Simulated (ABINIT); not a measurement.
**BAs (F-43m): changed settings of a GW run in ABINIT**

Aim: change inputs of a GW run on BAs (F-43m) and see what moves.

Program: ABINIT 10.8.3. Level of theory: PBE and many-body steps on it, plane waves. Results are calculated unless marked as measured.

### 1. The structure

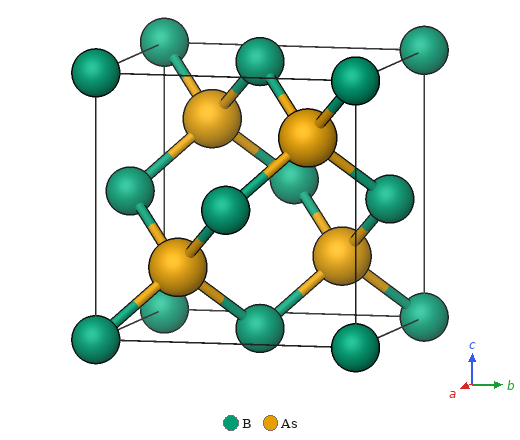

The starting structure, seen slightly off an axis (boron teal, arsenic orange). This picture shows the conventional cell, with its axes. Bonds to atoms that aren't drawn are left out. Some periodic images of atoms are drawn too.

The cell and positions come from the Crystallography Open Database and are kept as given unless a step says otherwise.

### 2. Screening, 6×6×6 mesh, 126 bands, screening to 228.6 eV

This step: ABINIT 10.8.3; RPA screening on PBE, plane waves, norm-conserving pseudopotentials.

The RPA dielectric matrix is built and inverted for each q.

Input file run.abi:

```
acell 3*1.0 Angstrom
rprim 
  -0.000000000000 2.388500000000 2.388500000000
  2.388500000000 -0.000000000000 2.388500000000
  2.388500000000 2.388500000000 -0.000000000000
ntypat 2
znucl 5 33
natom 2
typat 1 2
xred 
  0.000000000000 0.000000000000 0.000000000000
  0.250000000000 0.250000000000 0.250000000000
pp_dirpath "pseudos"
pseudos "B.upf, As.upf"
ecut 44
ngkpt 6 6 6
nshiftk 1
shiftk 0 0 0
kptopt 1
chksymbreak 0
istwfk *1
occopt 1
irdwfk 1
optdriver 3
nband 126
ecuteps 8.4
inclvkb 2
awtr 1
symchi 1
indata_prefix "in"
outdata_prefix "out"
tmpdata_prefix "tmp"
```

Launch:

```bash
$ OMP_NUM_THREADS=1 mpirun -n 8 abinit run.abi > log
```

The program printed:

```text
.Version 10.8.3 of ABINIT. v10.8.2 released Aug 2026.

 Symmetries : space group F-4 3 m (#216); Bravais cF (face-center cubic)
[... echo of the input left out ...]
== DATASET  1 ==================================================================
-   mpi_nproc: 8, omp_nthreads: 1 (-1 if OMP is not activated)

--- !DatasetInfo
iteration_state: {dtset: 1, }
dimensions: {natom: 2, nkpt: 16, mband: 126, nsppol: 1, nspinor: 1, nspden: 1, mpw: 2637, }
cutoff_energies: {ecut:  44.0, pawecutdg:  -1.0, }
electrons: {nelect:   2.60000000E+01, charge:   0.00000000E+00, occopt:   1.00000000E+00, tsmear:   1.00000000E-02, }

 SCREENING: Calculation of the susceptibility and dielectric matrices

 Based on a program developped by R.W. Godby, V. Olevano, G. Onida, and L. Reining.
 Incorporated in ABINIT by V. Olevano, G.-M. Rignanese, and M. Torrent.
.Using double precision arithmetic ; gwpc =  8

[... cell and pseudopotentials left out ...]
--------------------------------------------------------------------------------

 ==== K-mesh for the wavefunctions ====
 Number of points in the irreducible wedge :    16
[... list of points left out ...]
 Together with 24 symmetry operations and time-reversal symmetry
 yields   216 points in the full Brillouin Zone.

 ==== Q-mesh for the screening function ====
 Number of points in the irreducible wedge :    16
[... list of points left out ...]
 Together with 24 symmetry operations and time-reversal symmetry
 yields   216 points in the full Brillouin Zone.

 setmesh: FFT mesh size selected  =    27x   27x   27
          total number of points  =        19683

 vcoul_init : cutoff-mode = AUXILIARY_FUNCTION
 q-points for optical limit:   1
     1)      0.000010    0.000020    0.000030

- screening: taking advantage of time-reversal symmetry
- Maximum band index for partially occupied states nbvw = 13
- Remaining bands to be divided among processors   nbcw = 113
- Number of bands treated by each node ~14

 Number of electrons calculated from density =   26.0000; Expected =   26.0000
 average of density, n =  0.141374
 r_s =    1.1908
 omega_plasma =   36.2695 [eV]

 calculating chi0 at frequencies [eV] :
  1    0.000000E+00    0.000000E+00
  2    0.000000E+00    3.626946E+01

--------------------------------------------------------------------------------
  q-point number  1        q = ( 0.000000, 0.000000, 0.000000) [r.l.u.]
--------------------------------------------------------------------------------
[... chi0 elements left out ...]
 For q-point:  0.000010 0.000020 0.000030
  dielectric constant =  10.5092
  dielectric constant without local fields =  11.5110

  Average fulfillment of the sum rule on Im[epsilon] for q-point    1 :     54.04  [%]
[... wings left out ...]
  q-point number  2        q = ( 0.166667, 0.000000, 0.000000) [r.l.u.]
--------------------------------------------------------------------------------
[... chi0 elements left out ...]
  Average fulfillment of the sum rule on Im[epsilon] for q-point    2 :     63.69  [%]

 [... 14 further q-points ...]
```

The job ended after 6.8 min (8 MPI ranks of Arm Neoverse N1, shared host; peak memory 1.9 GiB; 55 min of CPU time).

Numbers from this step:

| Property | Result |
| --- | --- |
| ε∞ with local fields, on this mesh, along the program's q direction | 10.51 |
| the same without local fields | 11.51 |
| plasma frequency | 36.27 eV |
| plane waves in the screening matrix | 181 |

Local fields lower ε∞ by 9 %.

### 3. Base

The self-energy is evaluated for the states that the input lists, and the levels follow from it, in one-shot runs by the linearised quasiparticle equation.

This step: G0W0 on PBE, plane waves, norm-conserving pseudopotentials.

Changes to run.abi since step 2:

```diff
@@ -23,8 +23,17 @@
 irdwfk 1
-optdriver 3
+optdriver 4
 nband 126
+gwcalctyp 0
+ecutsigx 44
+symsigma 1
+nkptgw 2
+kptgw 
+  0.0000000000 0.0000000000 0.0000000000
+  0.3333333333 0.3333333333 0.0000000000
+bdgw 
+  11 16
+  12 15
 ecuteps 8.4
-inclvkb 2
-awtr 1
-symchi 1
+irdscr 1
+ppmodel 1
 indata_prefix "in"
```

The program printed:

```text
.Version 10.8.3 of ABINIT. v10.8.2 released Aug 2026.

 Symmetries : space group F-4 3 m (#216); Bravais cF (face-center cubic)
[... echo of the input left out ...]
== DATASET  1 ==================================================================
-   mpi_nproc: 8, omp_nthreads: 1 (-1 if OMP is not activated)

--- !DatasetInfo
iteration_state: {dtset: 1, }
dimensions: {natom: 2, nkpt: 16, mband: 126, nsppol: 1, nspinor: 1, nspden: 1, mpw: 2637, }
cutoff_energies: {ecut:  44.0, pawecutdg:  -1.0, }
electrons: {nelect:   2.60000000E+01, charge:   0.00000000E+00, occopt:   1.00000000E+00, tsmear:   1.00000000E-02, }

 SIGMA: Calculation of the GW corrections

 Based on a program developped by R.W. Godby, V. Olevano, G. Onida, and L. Reining.
 Incorporated in ABINIT by V. Olevano, G.-M. Rignanese, and M. Torrent.
.Using double precision arithmetic ; gwpc =  8

[... cell and pseudopotentials left out ...]
--------------------------------------------------------------------------------

 ==== K-mesh for the wavefunctions ====
 Number of points in the irreducible wedge :    16
[... list of points left out ...]
 Together with 24 symmetry operations and time-reversal symmetry
 yields   216 points in the full Brillouin Zone.

 ==== Q-mesh for screening function ====
 Number of points in the irreducible wedge :    16
[... list of points left out ...]
 Together with 24 symmetry operations and time-reversal symmetry
 yields   216 points in the full Brillouin Zone.

 vcoul_init : cutoff-mode = AUXILIARY_FUNCTION
 q-points for optical limit:   1
     1)      0.000010    0.000020    0.000030
 setmesh: FFT mesh size selected  =    40x   40x   40
          total number of points  =        64000

 Number of electrons calculated from density =   26.0000; Expected =   26.0000
 average of density, n =  0.141374
 r_s =    1.1908
 omega_plasma =   36.2695 [eV]

 === KS Band Gaps ===
  >>>> For spin  1
   Minimum direct gap =   3.2894 [eV], located at k-point      :   0.0000  0.0000  0.0000
   Fundamental gap    =   1.2928 [eV], Top of valence bands at :   0.0000  0.0000  0.0000
                                       Bottom of conduction at :   0.3333  0.3333  0.0000
 SIGMA fundamental parameters:
 PLASMON POLE MODEL  1
 number of plane-waves for SigmaX                 2637
 number of plane-waves for SigmaC and W            181
 number of plane-waves for wavefunctions          2637
 number of bands                                   126
 number of independent spin polarizations            1
 number of spinorial components                      1
 number of k-points in IBZ                          16
 number of q-points in IBZ                          16
 number of symmetry operations                      24
 number of k-points in BZ                          216
 number of q-points in BZ                          216
 number of frequencies for dSigma/dE                 9
 frequency step for dSigma/dE [eV]                0.25
 number of omega for Sigma on real axis              0
 max omega for Sigma on real axis  [eV]           0.00
 zcut for avoiding poles [eV]                     0.10

 EPSILON^-1 parameters (SCR file):
 dimension of the eps^-1 matrix on file            181
 dimension of the eps^-1 matrix used               181
 number of plane-waves for wavefunctions          2637
 number of bands                                   126
 number of q-points in IBZ                          16
 number of frequencies                               2
 number of real frequencies                          1
 number of imag frequencies                          1

 matrix elements of self-energy operator (all in [eV])

 Perturbative Calculation

--- !SelfEnergy_ee
iteration_state: {dtset: 1, }
kpoint     : [   0.000,    0.000,    0.000, ]
spin       : 1
KS_gap     :    3.289
QP_gap     :    4.140
Delta_QP_KS:    0.850
data: !SigmaeeData |
     Band     E0 <VxcDFT>   SigX SigC(E0)      Z dSigC/dE  Sig(E)    E-E0       E
       11   7.999 -14.188 -15.543   0.638   0.807  -0.238 -14.767  -0.579   7.420
       12   7.999 -14.188 -15.543   0.638   0.807  -0.238 -14.767  -0.579   7.420
       13   7.999 -14.188 -15.543   0.638   0.807  -0.238 -14.767  -0.579   7.420
       14  11.288 -13.053  -8.369  -4.348   0.810  -0.234 -12.781   0.272  11.560
       15  11.288 -13.053  -8.369  -4.348   0.810  -0.234 -12.781   0.272  11.560
       16  11.288 -13.053  -8.369  -4.348   0.810  -0.234 -12.781   0.272  11.560

--- !SelfEnergy_ee
iteration_state: {dtset: 1, }
kpoint     : [   0.333,    0.333,    0.000, ]
spin       : 1
KS_gap     :    4.744
QP_gap     :    5.554
Delta_QP_KS:    0.810
data: !SigmaeeData |
     Band     E0 <VxcDFT>   SigX SigC(E0)      Z dSigC/dE  Sig(E)    E-E0       E
       12   4.547 -13.197 -16.027   1.843   0.797  -0.255 -13.983  -0.786   3.761
       13   4.547 -13.197 -16.027   1.843   0.797  -0.255 -13.983  -0.786   3.761
       14   9.292 -11.657  -7.564  -4.064   0.817  -0.224 -11.633   0.024   9.315
       15  11.154 -11.166  -6.440  -4.661   0.816  -0.225 -11.113   0.052  11.206

== END DATASET(S) ==============================================================
================================================================================

 -outvars: echo values of variables after computation  --------
           etotal      0.0000000000E+00
            nband         126
             nkpt          16
          spgroup         216
 [... the other variables as echoed above ...]

 Calculation completed.
```

Elapsed: 21 s, on 8 MPI ranks; peak memory 1.6 GiB.

Numbers from this step:

```yaml
g0w0_gap_on_the_points_computed: 1.895 eV
starting_gap_on_the_mesh: 1.293 eV
k_of_the_valence_top: 0, 0, 0
k_of_the_conduction_bottom: 0.3333, 0.3333, 0
z_at_the_valence_top: 0.807
z_at_the_conduction_bottom: 0.817
least_direct_g0w0_gap_on_the_computed_points: 4.140 eV
```

The gap on the mesh goes from 1.29 eV to 1.89 eV, a correction of +0.60 eV.

### 4. Coulomb singularity

Changes to run.abi since step 3:

```diff
@@ -38,2 +38,3 @@
 ppmodel 1
+gw_icutcoul 7
 indata_prefix "in"
```

The program printed:

```text
.Version 10.8.3 of ABINIT. v10.8.2 released Aug 2026.

 Symmetries : space group F-4 3 m (#216); Bravais cF (face-center cubic)
[... echo of the input left out ...]
== DATASET  1 ==================================================================
-   mpi_nproc: 8, omp_nthreads: 1 (-1 if OMP is not activated)

--- !DatasetInfo
iteration_state: {dtset: 1, }
dimensions: {natom: 2, nkpt: 16, mband: 126, nsppol: 1, nspinor: 1, nspden: 1, mpw: 2637, }
cutoff_energies: {ecut:  44.0, pawecutdg:  -1.0, }
electrons: {nelect:   2.60000000E+01, charge:   0.00000000E+00, occopt:   1.00000000E+00, tsmear:   1.00000000E-02, }

 SIGMA: Calculation of the GW corrections

 Based on a program developped by R.W. Godby, V. Olevano, G. Onida, and L. Reining.
 Incorporated in ABINIT by V. Olevano, G.-M. Rignanese, and M. Torrent.
.Using double precision arithmetic ; gwpc =  8

[... cell and pseudopotentials left out ...]
--------------------------------------------------------------------------------

 ==== K-mesh for the wavefunctions ====
 Number of points in the irreducible wedge :    16
[... list of points left out ...]
 Together with 24 symmetry operations and time-reversal symmetry
 yields   216 points in the full Brillouin Zone.

 ==== Q-mesh for screening function ====
 Number of points in the irreducible wedge :    16
[... list of points left out ...]
 Together with 24 symmetry operations and time-reversal symmetry
 yields   216 points in the full Brillouin Zone.

 vcoul_init : cutoff-mode = AUX_GB
 q-points for optical limit:   1
     1)      0.000010    0.000020    0.000030
 setmesh: FFT mesh size selected  =    40x   40x   40
          total number of points  =        64000

 Number of electrons calculated from density =   26.0000; Expected =   26.0000
[...]
number of omega for Sigma on real axis              0
 max omega for Sigma on real axis  [eV]           0.00
 zcut for avoiding poles [eV]                     0.10

 EPSILON^-1 parameters (SCR file):
 dimension of the eps^-1 matrix on file            181
 dimension of the eps^-1 matrix used               181
 number of plane-waves for wavefunctions          2637
 number of bands                                   126
 number of q-points in IBZ                          16
 number of frequencies                               2
 number of real frequencies                          1
 number of imag frequencies                          1

 matrix elements of self-energy operator (all in [eV])

 Perturbative Calculation

--- !SelfEnergy_ee
iteration_state: {dtset: 1, }
kpoint     : [   0.000,    0.000,    0.000, ]
spin       : 1
KS_gap     :    3.289
QP_gap     :    4.140
Delta_QP_KS:    0.851
data: !SigmaeeData |
     Band     E0 <VxcDFT>   SigX SigC(E0)      Z dSigC/dE  Sig(E)    E-E0       E
       11   7.999 -14.188 -15.546   0.640   0.807  -0.239 -14.768  -0.580   7.419
       12   7.999 -14.188 -15.546   0.640   0.807  -0.239 -14.768  -0.580   7.419
       13   7.999 -14.188 -15.546   0.640   0.807  -0.239 -14.768  -0.580   7.419
[...]
--- !SelfEnergy_ee
iteration_state: {dtset: 1, }
kpoint     : [   0.333,    0.333,    0.000, ]
spin       : 1
KS_gap     :    4.744
QP_gap     :    5.554
Delta_QP_KS:    0.810
data: !SigmaeeData |
     Band     E0 <VxcDFT>   SigX SigC(E0)      Z dSigC/dE  Sig(E)    E-E0       E
[...]
14   9.292 -11.657  -7.564  -4.066   0.817  -0.224 -11.635   0.022   9.314
       15  11.154 -11.166  -6.440  -4.663   0.816  -0.225 -11.115   0.051  11.205

== END DATASET(S) ==============================================================
================================================================================

 -outvars: echo values of variables after computation  --------
           etotal      0.0000000000E+00
            nband         126
             nkpt          16
          spgroup         216
 [... the other variables as echoed above ...]

 Calculation completed.
```

Elapsed: 20 s, on 8 MPI ranks; peak memory 1.6 GiB.

Numbers from this step:

* G0W0 gap on the points computed: 1.895 eV
* starting gap on the mesh: 1.293 eV
* k of the valence top: 0, 0, 0
* k of the conduction bottom: 0.3333, 0.3333, 0
* Z at the valence top: 0.807
* Z at the conduction bottom: 0.817
* least direct G0W0 gap on the computed points: 4.14 eV

Against G0W0 in ABINIT (6×6×6 mesh, 126 bands, screening to 228.6 eV, Godby-Needs plasmon pole), the gap moves by +0.000 eV.

### 5. Side by side

Times are wall times on 8 MPI ranks of Arm Neoverse N1, shared host, good to a factor of about two. A run's time includes the screening step that it read.

```
                run   mesh  bands  screening cutoff (eV)  DFT gap (eV)  gap on the mesh (eV)  direct (eV)  ε∞ used     time
               base  6×6×6    126                  228.6         1.293                 1.895        4.140    10.51  7.2 min
Coulomb singularity  6×6×6    126                  228.6         1.293                 1.895        4.140    10.51  7.2 min
```

### 6. Outcome

- base: 1.895 eV
- Coulomb singularity: 1.895 eV
- known limits: not at the basis limit; no spin-orbit coupling

**Reading.** Coulomb singularity: no change against base (keys changed: gw_icutcoul). Bands and cutoff are finite, so the gap is not at the basis limit. The miss can reach some tenths of an eV and take either sign; the mesh is an error of its own. In the G0W0 runs levels were corrected at 2 k points alone, so a gap called «on the mesh» is the least over those, and an edge elsewhere would be missed. A denser mesh or path gives a starting gap of 1.21 eV: the GW mesh misses a band edge, so its gaps are not the fundamental one. The many-body steps are scalar-relativistic: spin-orbit coupling is not in them.

[Paths, hosts, dates, memory and timing lines, banners, echoed tables and standing remarks are left out of the program output.]

[Logs are printed without paths, hosts, clocks, repeated set-up lines and the standing remarks that a program may print on its own settings, such as how far it seeks lower states.]

[Runs of the session that timed out or met a known fault of the program may be left out.]

[Hosts, paths, dates, database ids (printed as entryN), source tags and the programs' standing remarks are cut or masked in the printed files.]

[G0W0 gaps are taken among the corrected bands and points alone; a level outside them can change the order at an edge.]

[Where Ansatz stands beside ABINIT at settings called matched, ABINIT's density can come from a denser mesh and the files from another edition; pairs whose starting gaps differed by over 0.03 eV were left out, so agreement reads better than it is.]
